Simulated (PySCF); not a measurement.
# Two runs on C6H7NO

System: C6H7NO, SMILES COc1cccnc1.
Method of the first run: GIAO PBE0/STO-3G NMR shielding, non-relativistic, gas phase (PySCF 2.14.0).

The geometry comes from this level: PBE0-D3(BJ)/def2-SVP. Text and figures count atoms from 1; the logs count them from 0 in places.

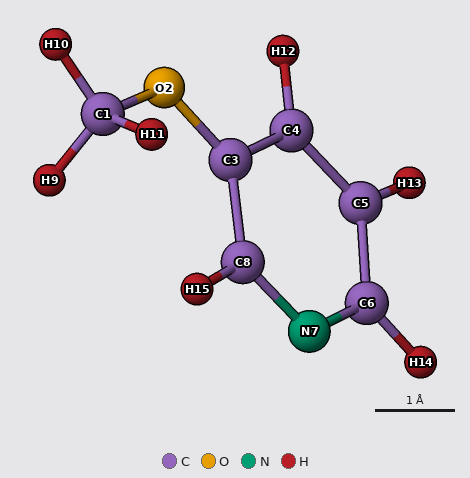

Figure 1. The structure as given in the input (ball-and-stick view, seen at an oblique angle; atoms are numbered from 1 in the order of the input). Bond lengths as drawn: C–C 1.39 to 1.40 Å, C–H 1.09 to 1.10 Å, C–N 1.33 Å and C–O 1.35 to 1.40 Å.

## Input, the first run
```
{"job": {"kind": "nmr", "xc": "PBE0", "basis": "STO-3G", "pop": true}, "charge": 0, "multiplicity": 1}
C      2.191022    -0.353692    -0.294289
O      1.173018     0.609518    -0.267214
C     -0.105108     0.196529    -0.197037
C     -1.095881     1.185430    -0.186273
C     -2.424444     0.797067    -0.113318
C     -2.725265    -0.566823    -0.053082
N     -1.790800    -1.507634    -0.063725
C     -0.512641    -1.144106    -0.133811
H      2.197153    -0.970857     0.621240
H      3.139436     0.194119    -0.359356
H      2.102285    -1.019691    -1.170523
H     -0.795609     2.234239    -0.236003
H     -3.223459     1.541788    -0.103095
H     -3.765811    -0.904717     0.005876
H      0.222136    -1.955207    -0.139602
```

The first line tells a small driver script what to run in PySCF; the rest is the geometry in Å.

Hardware: 1 CPU thread, shared host.

## Output (the first run)
```
coarse grid: 13008 points
cycle   1  E = -357.8036986266  dE =  1.681e+00  |g| = 4.544e-01  |ddm| = 5.467e+00
cycle   2  E = -357.7573238981  dE =  4.637e-02  |g| = 6.399e-01  |ddm| = 1.341e+00
cycle   3  E = -357.8709001933  dE = -1.136e-01  |g| = 4.983e-02  |ddm| = 7.861e-01
cycle   4  E = -357.8715473250  dE = -6.471e-04  |g| = 2.550e-02  |ddm| = 1.073e-01
cycle   5  E = -357.8717450476  dE = -1.977e-04  |g| = 5.955e-03  |ddm| = 4.120e-02
cycle   6  E = -357.8717563353  dE = -1.129e-05  |g| = 1.621e-03  |ddm| = 1.017e-02
cycle   7  E = -357.8717572131  dE = -8.778e-07  |g| = 4.309e-04  |ddm| = 2.784e-03
final grid: 127056 points
cycle   8  E = -357.8371803150  dE = -7.950e-06  |g| = 5.616e-03  |ddm| = 1.798e-02
cycle   9  E = -357.8371767882  dE =  3.527e-06  |g| = 6.541e-03  |ddm| = 1.584e-02
cycle  10  E = -357.8371898237  dE = -1.304e-05  |g| = 7.013e-04  |ddm| = 9.225e-03
cycle  11  E = -357.8371899935  dE = -1.698e-07  |g| = 1.669e-04  |ddm| = 1.223e-03
cycle  12  E = -357.8371900031  dE = -9.633e-09  |g| = 2.973e-05  |ddm| = 2.695e-04
cycle  13  E = -357.8371900033  dE = -2.536e-10  |g| = 1.524e-05  |ddm| = 5.986e-05
converged SCF energy = -357.8371900033

GIAO shielding tensors (ppm)
atom      isotropic    diamagn.    paramagn.     s11        s22        s33       span
  0 C      185.473     246.019     -60.546    164.055    166.964    225.399     61.344
  1 O      302.144     375.315     -73.172    195.012    337.607    373.812    178.799
  2 C      112.273     258.139    -145.865     69.499     81.634    185.687    116.188
  3 C      131.537     255.424    -123.887     63.278    109.193    222.141    158.863
  4 C      127.862     253.803    -125.941     48.507    110.956    224.124    175.618
  5 C      119.901     253.078    -133.178     38.982    117.393    203.326    164.344
  6 N       22.304     310.616    -288.312   -318.337     29.040    356.208    674.545
  7 C      124.264     257.151    -132.887     45.989    122.716    204.087    158.098
  8 H       29.763      31.199      -1.436     25.793     27.899     35.597      9.804
  9 H       29.467      28.839       0.628     25.062     26.938     36.401     11.339
 10 H       29.784      30.726      -0.942     25.820     27.905     35.627      9.806
 11 H       25.729      31.645      -5.916     21.255     27.154     28.778      7.523
 12 H       25.614      29.214      -3.600     22.366     26.750     27.726      5.361
 13 H       24.394      28.391      -3.998     21.701     23.601     27.880      6.179
 14 H       24.858      33.630      -8.772     21.263     23.074     30.236      8.972
```

For the second run the input was changed thus:
```diff
-"basis": "STO-3G"
+"basis": "6-31G*"
```

What does this change do to the results?

The total energy of the second run is 2851.7 kcal/mol lower, which measures the change of basis and not a stability. The HOMO goes from −4.44 to −6.53 eV. The LUMO goes from 2.35 to −0.36 eV. The dipole moment goes from 2.01 to 1.83 D. Of all shieldings, the largest change is that of N7, by −80.8 ppm. The SCF takes 14 iterations against 13. The basis functions go from 47 to 126.

## Output (the second run)
```
coarse grid: 13008 points
cycle   1  E = -362.3968848163  dE =  1.393e+00  |g| = 5.066e-01  |ddm| = 4.019e+00
cycle   2  E = -362.3622632089  dE =  3.462e-02  |g| = 6.796e-01  |ddm| = 1.117e+00
cycle   3  E = -362.4509701492  dE = -8.871e-02  |g| = 9.067e-02  |ddm| = 6.187e-01
cycle   4  E = -362.4526490997  dE = -1.679e-03  |g| = 2.919e-02  |ddm| = 1.027e-01
cycle   5  E = -362.4528450272  dE = -1.959e-04  |g| = 7.868e-03  |ddm| = 3.267e-02
cycle   6  E = -362.4528570069  dE = -1.198e-05  |g| = 4.220e-03  |ddm| = 1.182e-02
cycle   7  E = -362.4528613685  dE = -4.362e-06  |g| = 1.065e-03  |ddm| = 4.862e-03
final grid: 127056 points
cycle   8  E = -362.3815785914  dE = -2.986e-05  |g| = 1.071e-02  |ddm| = 2.999e-02
cycle   9  E = -362.3815516843  dE =  2.691e-05  |g| = 1.590e-02  |ddm| = 2.287e-02
cycle  10  E = -362.3816033218  dE = -5.164e-05  |g| = 2.096e-03  |ddm| = 1.447e-02
cycle  11  E = -362.3816044451  dE = -1.123e-06  |g| = 4.149e-04  |ddm| = 2.572e-03
cycle  12  E = -362.3816044849  dE = -3.984e-08  |g| = 1.508e-04  |ddm| = 5.392e-04
cycle  13  E = -362.3816044902  dE = -5.315e-09  |g| = 3.101e-05  |ddm| = 1.570e-04
cycle  14  E = -362.3816044904  dE = -1.723e-10  |g| = 1.377e-05  |ddm| = 3.547e-05
converged SCF energy = -362.3816044904

GIAO shielding tensors (ppm)
atom      isotropic    diamagn.    paramagn.     s11        s22        s33       span
  0 C      142.500     246.373    -103.872    116.504    126.378    184.619     68.115
  1 O      255.426     394.717    -139.290    177.168    279.285    309.826    132.658
  2 C       48.775     251.623    -202.848    -27.874     36.272    137.928    165.802
  3 C       76.440     259.755    -183.315     -4.258     55.362    178.217    182.475
  4 C       76.019     256.841    -180.822    -21.724     68.407    181.376    203.100
  5 C       58.639     255.175    -196.536    -37.585     55.991    157.510    195.096
  6 N      -58.546     328.459    -387.005   -357.311   -126.294    307.967    665.279
  7 C       67.864     260.622    -192.758    -13.642     58.425    158.808    172.450
  8 H       28.338      29.884      -1.546     25.171     26.038     33.804      8.633
  9 H       27.996      29.114      -1.119     23.739     26.970     33.279      9.540
 10 H       28.358      29.563      -1.205     25.224     26.034     33.816      8.592
 11 H       25.063      30.765      -5.702     21.539     24.691     28.959      7.420
 12 H       24.940      27.629      -2.689     21.884     24.748     28.188      6.304
 13 H       23.651      26.830      -3.179     20.043     23.791     27.118      7.075
 14 H       23.889      32.491      -8.602     19.504     22.918     29.246      9.742
```

## The two runs side by side

| quantity | the first run | the second run |
| --- | --- | --- |
| outcome | converged | converged |
| total energy (hartree) | −357.837190 | −362.381604 |
| HOMO (eV) | −4.44 | −6.53 |
| LUMO (eV) | 2.35 | −0.36 |
| dipole moment (D) | 2.01 | 1.83 |
| shielding of O2 (ppm) | 302.1 | 255.4 |
| shielding of C3 (ppm) | 112.3 | 48.8 |
| shielding of C4 (ppm) | 131.5 | 76.4 |
| shielding of C5 (ppm) | 127.9 | 76.0 |
| shielding of C6 (ppm) | 119.9 | 58.6 |
| shielding of N7 (ppm) | 22.3 | −58.5 |
| shielding of C8 (ppm) | 124.3 | 67.9 |
| SCF iterations | 13 | 14 |
| basis functions | 47 | 126 |
| wall time (shared host) | 5.9 s | 22 s |
